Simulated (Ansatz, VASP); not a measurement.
# Cross-check of Be (Beryllium) between VASP and Ansatz

Aim: how closely do two programs agree when they are given the same cell, functional and k mesh?

Calculated with Ansatz 0.2.0; plane waves, with VASP 6.6.1 beside it; zone-centre phonons at LDA and zone-centre phonons at PBEsol with D3(BJ).

## 1. Starting point

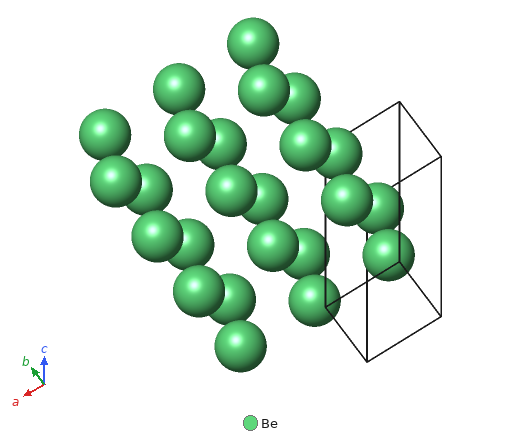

Start, viewed from a free direction; beryllium green. 3×4×1 cells are drawn.

## 2. VASP: zone-centre phonons, LDA

Second derivatives magnify differences that forces hide, and they need a tight electronic threshold.

Lines of VASP's logs that name or quote its potential files are left out, and so is its time.

Contents of INCAR:

```
SYSTEM = Be
PREC = Accurate
ENCUT = 450
EDIFF = 1E-08
NELM = 100
ISMEAR = 1
SIGMA = 0.15
LREAL = .FALSE.
ALGO = Normal
GGA = CA
NBANDS = 8
LORBIT = 11
LWAVE = .FALSE.
LCHARG = .FALSE.
KPAR = 4
IBRION = 8
ISIF = 2
```

Contents of POSCAR:

```
Be
1.0
    2.2275526839      0.0000000000      0.0000000000
   -1.1137763420      1.9291172126      0.0000000000
    0.0000000000      0.0000000000      3.5227364091
Be
2
Direct
    0.6666666667      0.3333333333      0.7500000000
    0.3333333333      0.6666666667      0.2500000000
```

Contents of KPOINTS:

```
Automatic mesh
0
Gamma
22 22 12
0 0 0
```

Potentials, in the order of the species: Be (LDA family, release 64).

Started as:

```sh
$ mpirun -np 4 vasp_std
```

Numbers of over 12 decimals in the logs are rounded to 6 here.

Output:

```text
[banner, memory and clock lines left out]
running    4 mpi-ranks, on    1 nodes
 distrk:  each k-point on    1 cores,    4 groups
 distr:  one band on    1 cores,    1 groups

 POSCAR found type information on POSCAR Be
 POSCAR found :  1 types and       2 ions
 LDA part: xc-table for (Slater(with rela. corr.)+CA(PZ))
 , standard interpolation
 POSCAR, INCAR and KPOINTS ok, starting setup
 FFT: planning ... GRIDC
 FFT: planning ... GRID_SOFT
 FFT: planning ... GRID
 WAVECAR not read
 entering main loop
       N       E                     dE             d eps       ncg     rms          rms(c)
DAV:   1    -0.558150775901E+01   -0.55815E+01   -0.16980E+03  6056   0.366E+02
DAV:   2    -0.846871221658E+01   -0.28872E+01   -0.28076E+01  9032   0.348E+01
DAV:   3    -0.847691695265E+01   -0.82047E-02   -0.82039E-02  6064   0.195E+00
DAV:   4    -0.847691808530E+01   -0.11327E-05   -0.11329E-05  8216   0.264E-02
DAV:   5    -0.847691808511E+01    0.18723E-09   -0.63673E-10  6080   0.120E-04    0.127E+00
DAV:   6    -0.843808019649E+01    0.38838E-01   -0.27253E-03  7384   0.375E-01    0.769E-01
DAV:   7    -0.842025211328E+01    0.17828E-01   -0.44911E-03  7904   0.469E-01    0.199E-02
DAV:   8    -0.842024313758E+01    0.89757E-05   -0.74978E-06  6232   0.262E-02    0.529E-03
DAV:   9    -0.842024213172E+01    0.10059E-05   -0.54945E-07  7760   0.617E-03    0.487E-04
DAV:  10    -0.842024212010E+01    0.11623E-07   -0.18513E-09  5328   0.374E-04    0.110E-04
DAV:  11    -0.842024211894E+01    0.11544E-08   -0.25590E-10  3024   0.130E-04
   1 F= -.84202421E+01 E0= -.84202858E+01  d E =0.131105E-03
 Linear response reoptimize wavefunctions to high precision
DAV:   1    -0.842024211887E+01    0.69392E-10   -0.36755E-12  3816   0.185E-05
 Linear response DOF=           2
 Linear response progress:
  Degree of freedom:   1/  2
       N       E                     dE             d eps       ncg     rms          rms(c)
RMM:   1    -0.727132319809E-02   -0.72713E-02   -0.28688E-03 56684   0.286E-01
RMM:   2    -0.722612181676E-02    0.45201E-04   -0.24151E-05 42282   0.243E-02    0.258E-02
RMM:   3    -0.723530608408E-02   -0.91843E-05   -0.75427E-07 42527   0.606E-03    0.154E-02
RMM:   5    -0.726996189559E-02    0.39041E-07   -0.70354E-10 43419   0.224E-04    0.123E-04
RMM:   6    -0.726991034021E-02    0.51555E-07    0.13031E-10 43746   0.877E-05    0.543E-06
RMM:   7    -0.726991131459E-02   -0.97438E-09    0.18549E-10 41386   0.331E-06    0.165E-06
 first order change of Fermi-energy   0.26457E-05
 force on displaced ion       1 direction 1 :  -3.901  -0.000   0.000
 Linear response progress:
  Degree of freedom:   2/  2
       N       E                     dE             d eps       ncg     rms          rms(c)
RMM:   1    -0.184877175247E-01   -0.18488E-01    0.26631E-02 20432   0.676E-01
RMM:   2    -0.169250399019E-01    0.15627E-02   -0.51234E-03 13601   0.675E-02    0.115E-01
RMM:   3    -0.158333312906E-01    0.10917E-02   -0.12214E-03 13506   0.930E-02    0.427E-02
RMM:   4    -0.159099028328E-01   -0.76572E-04   -0.42989E-04 13726   0.531E-02    0.405E-03
RMM:   5    -0.158786504149E-01    0.31252E-04    0.15419E-05 14332   0.301E-03    0.699E-04
RMM:   6    -0.158807037595E-01   -0.20533E-05    0.25651E-06 14132   0.506E-04    0.878E-05
RMM:   7    -0.158808162246E-01   -0.11247E-06    0.27327E-07 14703   0.327E-05    0.132E-05
RMM:   8    -0.158808282976E-01   -0.12073E-07    0.21302E-08 13600   0.532E-06    0.924E-07
RMM:   9    -0.158808299379E-01   -0.16403E-08    0.27201E-09 10833   0.594E-07    0.322E-07
 first order change of Fermi-energy   0.21333E-04
 force on displaced ion       1 direction 3 :  -0.000  -0.000  -8.379
 Linear response finished
```

OUTCAR, selected parts (step 2):

```text
ion  position               nearest neighbor table
   1  0.667  0.333  0.750-   2 2.18   2 2.18   2 2.18   2 2.18   2 2.18   2 2.18
   2  0.333  0.667  0.250-   1 2.18   1 2.18   1 2.18   1 2.18   1 2.18   1 2.18

  LATTYP: Found a hexagonal cell.
 ALAT       =     2.2275526839
 C/A-ratio  =     1.5814379766

 Subroutine GETGRP returns: Found 24 space group operations
 (whereof 12 operations were pure point group operations)

The static configuration has the point symmetry D_3d.
 The point group associated with its full space group is D_6h.

 Found    364 irreducible k-points:

   k-points           NKPTS =    364   k-points in BZ     NKDIM =    364   number of bands    NBANDS=      8

   dimension x,y,z NGX =    16 NGY =   16 NGZ =   24
   dimension x,y,z NGXF=    32 NGYF=   32 NGZF=   48

   ENCUT  =  450.0 eV  33.07 Ry    5.75 a.u.   3.85  3.85  6.09*2*pi/ulx,y,z

   NELECT =       4.0000    total number of electrons

 k-points in reciprocal lattice and weights: Automatic mesh
   0.00000000  0.00000000  0.00000000       0.000
   0.04545455 -0.00000000  0.00000000       0.001
   0.09090909 -0.00000000  0.00000000       0.001
   0.13636364 -0.00000000  0.00000000       0.001
   0.18181818  0.00000000  0.00000000       0.001
   0.22727273 -0.00000000  0.00000000       0.001
   0.27272727 -0.00000000  0.00000000       0.001
   0.31818182  0.00000000  0.00000000       0.001
   0.36363636 -0.00000000  0.00000000       0.001
[...]
0.36363636  0.27272727  0.50000000       0.001
   0.31818182  0.31818182  0.50000000       0.001

 average (electrostatic) potential at core
       1 -29.8463       2 -29.8463

  Total        0.0002111      0.0002111      0.0000681     -0.0000000      0.0000000      0.0000000
  in kB        0.0223466      0.0223466      0.0072100     -0.0000000      0.0000000      0.0000000
  external PRESSURE =       0.0173010 kB  Pullay stress =       0.0000000 kB

  energy-cutoff  :      450.00
  volume of cell :       15.14
      direct lattice vectors                 reciprocal lattice vectors
     2.227552684  0.000000000  0.000000000     0.448923165  0.259185910  0.000000000
    -1.113776342  1.929117213  0.000000000     0.000000000  0.518371820  0.000000000
     0.000000000  0.000000000  3.522736409     0.000000000  0.000000000  0.283870232

 POSITION                                       TOTAL-FORCE (eV/Angst)
 -----------------------------------------------------------------------------------
      1.11378      0.64304      2.64205        -0.000000      0.000000      0.000000
     -0.00000      1.28608      0.88068         0.000000     -0.000000      0.000000
 -----------------------------------------------------------------------------------
    total drift:                                0.000000     -0.000000      0.000000

 Eigenvectors and eigenvalues of the dynamical matrix
 ----------------------------------------------------

   1 f  =   21.316848 THz   133.937704 2PiTHz  711.053499 cm-1    88.159358 meV
             X         Y         Z           dx          dy          dz
      1.113776  0.643039  2.642052     0.000000    0.000000   -0.707107
     -0.000000  1.286078  0.880684     0.000000    0.000000    0.707107

   2 f  =   14.544292 THz    91.384484 2PiTHz  485.145370 cm-1    60.150333 meV
             X         Y         Z           dx          dy          dz
      1.113776  0.643039  2.642052    -0.206178    0.676380    0.000000
     -0.000000  1.286078  0.880684     0.206178   -0.676380    0.000000

   3 f  =   14.544292 THz    91.384484 2PiTHz  485.145370 cm-1    60.150333 meV
             X         Y         Z           dx          dy          dz
      1.113776  0.643039  2.642052    -0.676380   -0.206178   -0.000000
     -0.000000  1.286078  0.880684     0.676380    0.206178    0.000000

   4 f  =    0.000000 THz     0.000001 2PiTHz    0.000007 cm-1     0.000001 meV
             X         Y         Z           dx          dy          dz
      1.113776  0.643039  2.642052     0.178718   -0.684149   -0.000000
     -0.000000  1.286078  0.880684     0.178718   -0.684149    0.000000

   5 f  =    0.000000 THz     0.000001 2PiTHz    0.000004 cm-1     0.000001 meV
             X         Y         Z           dx          dy          dz
      1.113776  0.643039  2.642052    -0.684149   -0.178718   -0.000000
     -0.000000  1.286078  0.880684    -0.684149   -0.178718    0.000000

   6 f  =    0.000000 THz     0.000000 2PiTHz    0.000000 cm-1     0.000000 meV
             X         Y         Z           dx          dy          dz
      1.113776  0.643039  2.642052     0.000000   -0.000000    0.707107
     -0.000000  1.286078  0.880684     0.000000    0.000000    0.707107

 ELASTIC MODULI CONTR FROM IONIC RELAXATION (kBar)
 Direction    XX          YY          ZZ          XY          YZ          ZX
 --------------------------------------------------------------------------------
 XX        -145.5425    145.5425     -0.0000      0.0000      0.0000      0.0000
 YY         145.5425   -145.5425      0.0000      0.0000     -0.0000     -0.0000
 ZZ          -0.0000      0.0000     -0.0000      0.0000      0.0000      0.0000
 XY           0.0000      0.0000      0.0000   -145.5425      0.0000      0.0000
 YZ           0.0000     -0.0000      0.0000      0.0000     -0.0000     -0.0000
 ZX           0.0000     -0.0000      0.0000      0.0000     -0.0000     -0.0000
 --------------------------------------------------------------------------------
```

## 3. Ansatz: zone-centre phonons, LDA

Ansatz runs on its default PAW (the set named soft_2) files.

The same cell, functional (in two slightly different forms), mesh and smearing now go to Ansatz, which takes its cutoff from its data sets.

Contents of input.yaml:

```yaml
crystal:
  lattice:
    - [2.2275526839, 0.0, 0.0]
    - [-1.113776342, 1.9291172126, 0.0]
    - [0.0, 0.0, 3.5227364091]
  atoms:
    - { symbol: Be, position: [0.6666666667, 0.3333333333, 0.75] }
    - { symbol: Be, position: [0.3333333333, 0.6666666667, 0.25] }
hamiltonian:
  xc: lda
  pseudopotentials: { kind: paw }
kpoints:
  mp_grid: { grid: [22, 22, 12] }
scf:
  occupations: { method: methfessel_paxton, width: 0.15 }
phonons:
  method: dfpt
  qpoints: [[0, 0, 0]]
```

Started as:

```sh
$ ansatz run input.yaml --threads 4 --pin off --max-ram 9216MiB --backend cpu --events-out ev --progress --plain --runs-dir out
```

Output:

```text
zone centre: on kpoints.mp_grid the ground state, and the responses unless they are solved on pairs of k-points, stand on 931 of the mesh's 5808 k-points, reduced under 4 symmetry operations, with k and −k counted as one. Each operation leaves every solved displacement unchanged or reverses it
Engine: ansatz 0.2.0, aarch64-unknown-linux-gnu
Pseudopotentials: kind: paw
Pseudopotential: Be, paw, valence charge 2, recommended cutoff 420 eV (normal), Be.paw.azcp
Functional definition: SPW92
  exchange = slater_x
  correlation = pw_c
Crystal: 2 atoms, lattice volume = 15.138 Å³
Basis set: ecut = 420 eV, 299 PW (Γ), exchange–correlation on 30×30×48 points (8 copies of the dense FFT grid, shifted against one another)
Bands: 6, of which v1, the nominal top of the filled ones, is band 2 counted from 1 (1 counted from 0)
Symmetry: 24 space group operations
k-points: 931 of 5808 (irreducible under 4 space group operations, time reversal used)
Non-local potential: Be, projectors of the file, l = 0: 2, l = 1: 2, l = 2: 1
PAW form: soft (Blöchl's): semilocal exchange-correlation on the pseudo side does not see the compensation charge
PAW frozen core: Be, regenerated for the run's functional, and the local potential with it (the file was generated under x = pbe(κ = 0.804, μ = 0.219515), c = pbe(β = 0.066725))
PAW one-centre angular grid: Be, 110 points (default); XC on 64 Gauss nodes
Initial density: superposition of atomic densities (neutral atoms: chi_scale 0, normalization atom), corrected by the library's trained network
Initial wavefunctions: pseudopotential atomic-orbital guess
Functional: x = slater, c = lda
SCF iter   1: F=—  HF=-176.470609 eV  |F-HF|=—  |Δ(HF+E_count)|=         —  Δρ=2.46e-3  dr2=5.21e-4  ethr=1.77e-3  ⟨swp⟩=5.3  Hψ=48201  notcnv=0
preconditioner: auto → none  [metal: Δε(μ)=0.033 eV  Ē_g=13.209 eV  σ=0.150 eV  W_gap=0.18  n_scr=2 (ndim 8)  ℏωp=19.1 eV  f_vac=0.000  D(μ)=0.11/eV (n_scr^D=0)  sad-step TF]
SCF iter   2: F=—  HF=-176.470395 eV  |F-HF|=—  |Δ(HF+E_count)|=   2.14e-4  S|Δr|=    0.00e0  Δρ=1.52e-3  dr2=2.03e-4  ethr=1.30e-5  ⟨swp⟩=1.3  Hψ=13301  notcnv=0
SCF iter   3: F=—  HF=-176.470309 eV  |F-HF|=—  |Δ(HF+E_count)|=   8.62e-5  S|Δr|=    0.00e0  Δρ=4.39e-5  dr2=5.55e-8  ethr=5.07e-6  ⟨swp⟩=1.0  Hψ=5584  notcnv=0
SCF iter   4: F=—  HF=-176.470308 eV  |F-HF|=—  |Δ(HF+E_count)|=   9.10e-7  S|Δr|=    0.00e0  Δρ=1.07e-5  dr2=1.09e-8  ethr=1.39e-9  ⟨swp⟩=2.1  Hψ=7456  notcnv=0
SCF iter   5: F=-176.470308 eV  HF=-176.470308 eV  |F-HF|=1.11e-12  |Δ(HF+E_count)|=   2.32e-9  S|Δr|=    0.00e0  Δρ=4.22e-7  dr2=8.94e-12  ethr=1.00e-12  ⟨swp⟩=4.0  Hψ=19656  notcnv=0
SCF 1 converged in 5 iterations: F = -176.470308 eV  dr2 = 8.94e-12
  greatest PAW one-centre occupation: 0.366 electrons in one spin orbital (limit 2), on the Be atom at site 1 (counted from 0), in its partial waves of l = 0
DFPT response loops at Γ: preconditioner auto → Kerker (q_TF=auto, 2.186 Å⁻¹) (partly filled bands, converged f_vac=0.000); β = 1.00, the filter's whole step (`scf.mixing.beta` (0.50) is not read by the response loops under this deck's `scf.mixing.preconditioner`; to damp them name `kerker` or `kerker_dos`, under which they read `scf.mixing.beta`, and type it under 1.00, their step now; both keys bind the ground state too); Broyden in place of MSR1
SCF converged after 5 iterations
Stability not checked: this state was not tested for a lower state beside it, because cold or Methfessel-Paxton smearing, or corrected tetrahedra, fill the levels in a way that the test cannot read (fill_not_monotonic; see scf.lower_state_search)
Free energy (F): -176.470308 eV
Harris-Foulkes:  -176.470308 eV  (|F-HF|=1.11e-12)
Internal energy: -176.470441 eV  (E = F + TS)
E sigma→0 (E₀):  -176.470341 eV
Entropy (-TS):   0.000133 eV (0.066 meV/atom)
Fermi energy:    8.512616 eV
--- Per-component energies (eV) ---
  E_band       = 12.811061
  E_kinetic    = 43.630854
  E_local      = 5.202001  (includes V_loc(G=0)·N_el)
  E_nonlocal   = 9.494869
  E_hartree    = 0.079567
  E_xc         = -39.857199
  E_vxc        = -42.444277  (∫ρ·V_xc dr)
  E_paw        = -110.367089  (= ΣΔE_a)
  E_vpaw       = -3.231519  (= ΣTr[D̂ρ^β])
  E_aug_tail   = -0.000001  (compensation charges beyond the density's cutoff)
  E_ewald      = -84.714016
  E_core_change = 0.060574  (= ΣΔE_core)
  E_smearing   = 0.000133  (= −TS)
  E_closure    = -0.000000  (closes the sum)
  Σ components = -176.470308   (vs F -176.470308, Δ=0.00e0)
--- Band table (eV; the first three rows and the last of 931) ---
  k-point 0: bands = ["-3.0984", "3.7010", "9.6438", "24.7026", "24.7026", "27.6012"]
  k-point 1: bands = ["-3.0387", "3.3586", "10.1293", "24.7578", "24.7578", "27.5795"]
  k-point 2: bands = ["-2.8593", "2.5594", "11.3566", "24.9208", "24.9208", "27.5052"]
  k-point 930: bands = ["4.3679", "4.3679", "11.9392", "11.9392", "16.3637", "16.3637"]
--- Phonons (Γ-DFPT): 2 representative perturbations + reference, on 931 of 5808 k-points (Σ response iterations 6) ---
  k mesh reduced under 4 symmetry operations, with k and −k counted as one. Each operation leaves every solved displacement unchanged or reverses it
  ASR residual: 1.008e-4 → 0.000e0 eV/Å²; symmetrization residual: 1.768e-11 eV/Å²
  ASR residual per site (eV/Å²): 1.01e-4 1.01e-4
  Γ frequencies (cm⁻¹): 0.00 0.00 0.00 485.00 485.00 707.85
  non-analytic LO–TO correction: not included (Born effective charges unavailable; polar crystals: no LO–TO splitting at Γ)
--- Phonons (arbitrary-q DFPT): 1 explicit q-point ---
  q = [0, 0, 0] (of the zone-centre solve; hermiticity 4.26e-12, symmetrization 1.84e-12): -0.00 -0.00 0.00 485.00 485.00 707.85
  sum rule: each row above includes the acoustic sum rule's correction from the zone centre's row sums; it moved no ω² by more than (1.74 cm⁻¹)²
```

Elapsed: 5.5 s, on 4 threads of Arm Neoverse V1, shared host; peak memory 0.53 GiB; 18 s of CPU time.

## 4. Comparison

Known differences besides the PAW data sets themselves: the two LDA forms differ slightly; the cutoff is 420 eV in Ansatz and 450 eV in VASP; Ansatz makes its cores anew for this functional, VASP keeps those of its LDA data sets. Total energies have different zeros and are not compared.

Compared:

| quantity | Ansatz | VASP | difference |
| --- | --- | --- | --- |
| mode 4 to 5 (cm⁻¹) | 485.0 | 485.1 | -0.03 % |
| mode 6 (cm⁻¹) | 707.9 | 711.1 | -0.45 % |

[end of part 1 of 2]

[Lines on the potential files, build, host, timing and source positions are cut from VASP's logs without a mark.]

[Logs are printed without paths, hosts, clocks, repeated set-up lines and the standing remarks that a program may print on its own settings, such as how far it seeks lower states.]

[Hosts, paths, dates, database ids (printed as entryN), source tags and the programs' standing remarks are cut or masked in the printed files.]
